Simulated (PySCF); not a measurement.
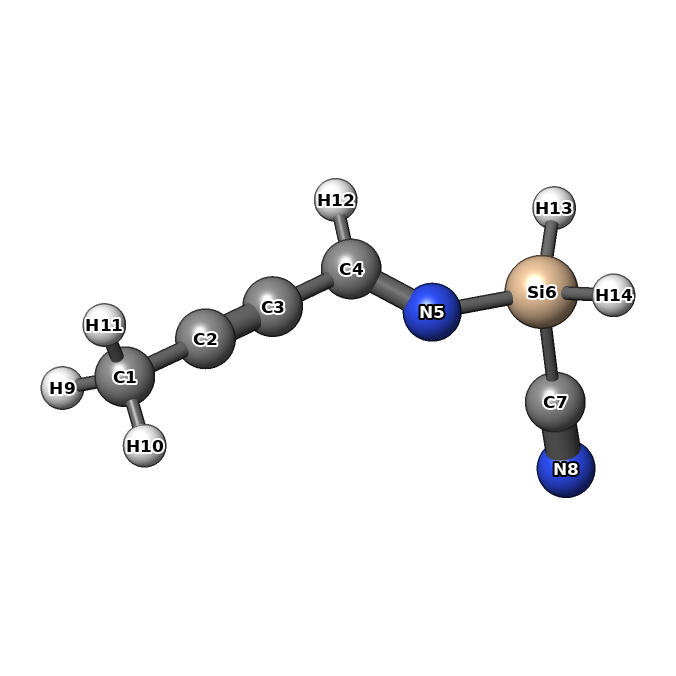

The thickness of each stick grows with its Mayer bond order. The geometry was computed by an optimisation with GFN2-xTB. No frequency run is at hand to confirm it as a minimum. Computed with PBE0/pcSseg-1 (PySCF 2.14.0).

> Which bond has the highest Mayer bond order?

C7–N8, 2.94, at a length of 1.145 Å.

List the Mayer bond orders of C1–C2, C1–H9, C1–H10, C1–H11, C2–C3, C3–C4, C4–N5, C4–H12, N5–Si6, Si6–C7, Si6–H13, Si6–H14, C7–N8.

```
   bond  Mayer order  length (Å)
  C1–C2         1.23       1.440
  C1–H9         0.92       1.090
 C1–H10         0.93       1.089
 C1–H11         0.92       1.090
  C2–C3         2.27       1.206
  C3–C4         1.17       1.409
  C4–N5         1.90       1.261
 C4–H12         0.91       1.100
 N5–Si6         1.03       1.706
 Si6–C7         0.82       1.869
Si6–H13         0.90       1.470
Si6–H14         0.93       1.460
  C7–N8         2.94       1.145
```

The geometry is semi-empirical. Around Si such bond lengths and angles can be off by a tenth of an ångström or more and by several degrees, and values that hang on the shape move with them.
